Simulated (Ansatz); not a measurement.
**C2H5N2OSb: density, localisation and related maps**

```xyz
11

N     0.1806   -1.3442   -1.4904
C    -0.0177   -0.4769   -0.4747
Sb    1.4303   -0.8798    1.2229
N    -0.9618    0.3950   -0.5644
C    -1.1275    1.4595    0.3004
O    -0.2626    2.0278    0.9343
H     0.8364   -2.1113   -1.4178
H    -0.4131   -1.2795   -2.3139
H     0.3721   -0.2802    2.4301
H     2.2186    0.6323    1.0598
H    -2.1898    1.8000    0.3342
```

Core potentials replace the inner electrons of Sb.

Level of theory: RKS B3LYP/def2-SVP in Ansatz.

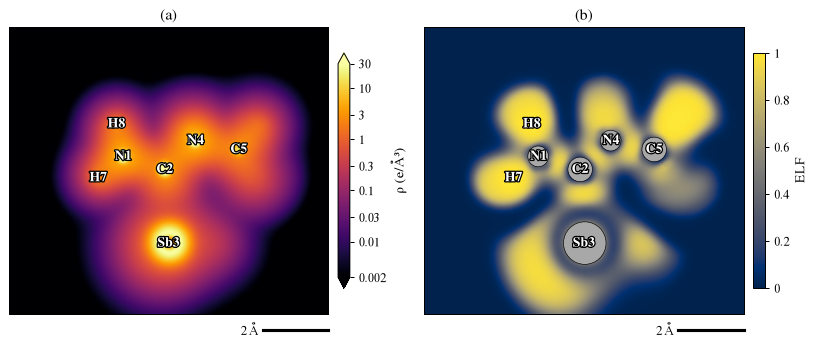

Figure 1. (a) electron density; (b) electron localisation function on the plane of atoms C2, N1 and H8. Grey discs cover the atomic cores in the ELF map.

**What do the fields say about this system?**

- The plane passes through N, C, Sb and H nuclei.
- C–N (1.29 Å): ρ at the midpoint is about 2.7 e/Å³; the ELF peaks at about 0.90 between the atoms; a covalent bond.
- C–Sb (2.27 Å): the density is about 0.59 e/Å³ at the midpoint; the ELF peaks at about 0.95 in the valence shell of C, 0.7 Å from its nucleus, and drops to about 0.20 between the two atoms.
- N–H (1.01 Å): the density is about 2.9 e/Å³ at the midpoint; the ELF climbs to about 1 towards the hydrogen, as it does in any bond to H; a covalent bond by its length.
- C–N (1.35 Å): ρ at the midpoint is about 2.4 e/Å³; the ELF peaks at about 0.95 between the atoms: localised, covalent bonding.
- The ELF also peaks beside N4, away from the bonds: lone-pair regions.

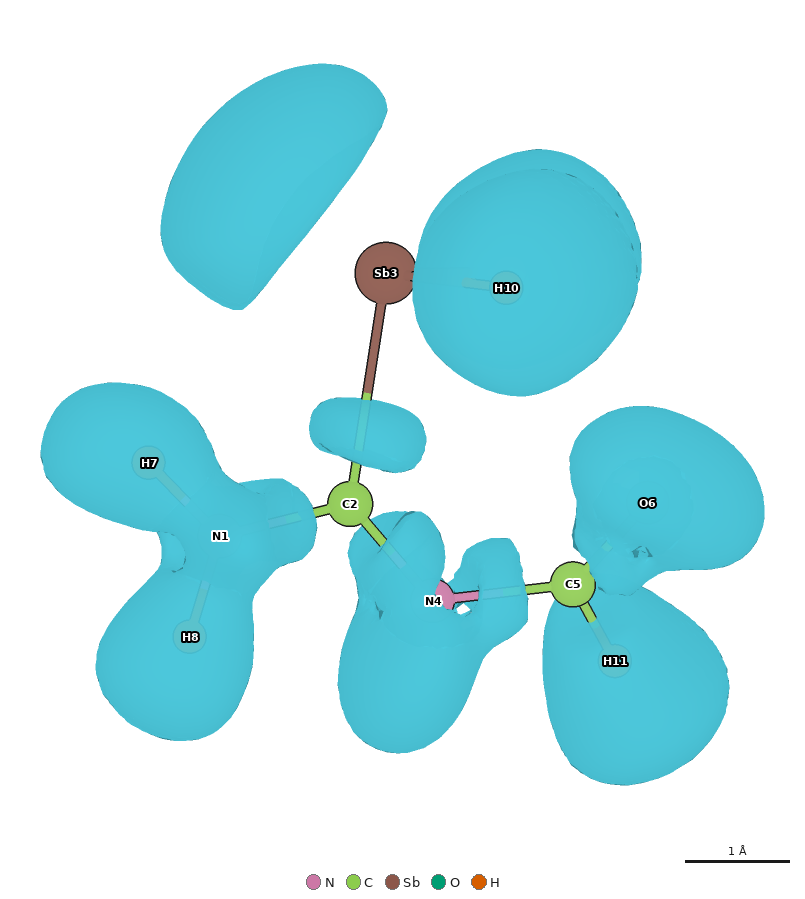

Figure 2. Isosurface of the ELF at 0.75 (cyan), seen at a tilt. Core shells and regions of very low density are left out.

**Describe the localisation domains.**

The ELF exceeds this value in three regions around hydrogen nuclei, one lobe of the valence shell of C pointing towards Sb (polar bonds), one region on N in which the atom's valence shell and bonds are merged, one region on O in which the atom's valence shell and bonds are merged, one lobe on Sb, pointing away from the bonds (lone pairs) and one joined region spread over several atoms (H, N), in which their bonds and any lone pairs are merged. Profiles from the grid: C–O (1.21 Å): the ELF peaks at about 0.85 between the atoms (a multiple bond).

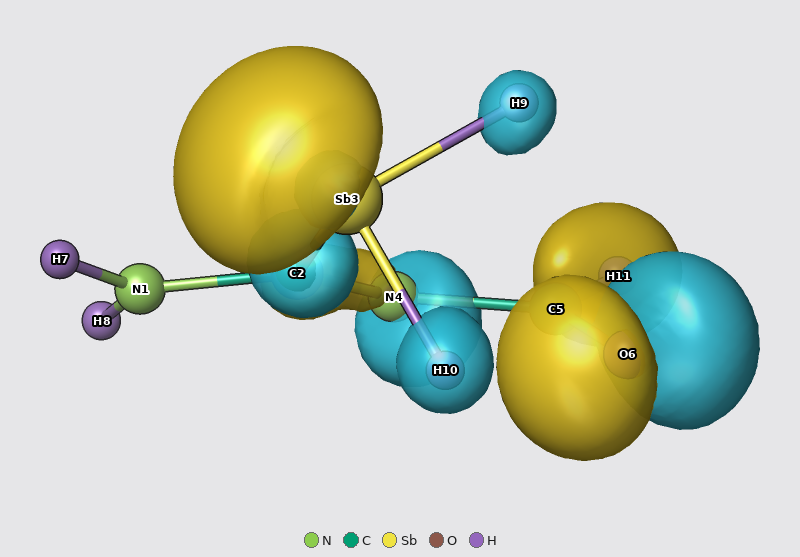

Figure 3. The HOMO−1 at ±0.15 Å⁻³ᐟ² (yellow and cyan are the two phases), seen from one side.

**Describe this orbital and give its energy.**

By Hirshfeld shares it lies mainly on O6 (about 40 %), Sb3 (about 25 %), C5 (about 10 %), N4 (about 5 %) and H11 (about 5 %). Its energy is −6.76 eV.
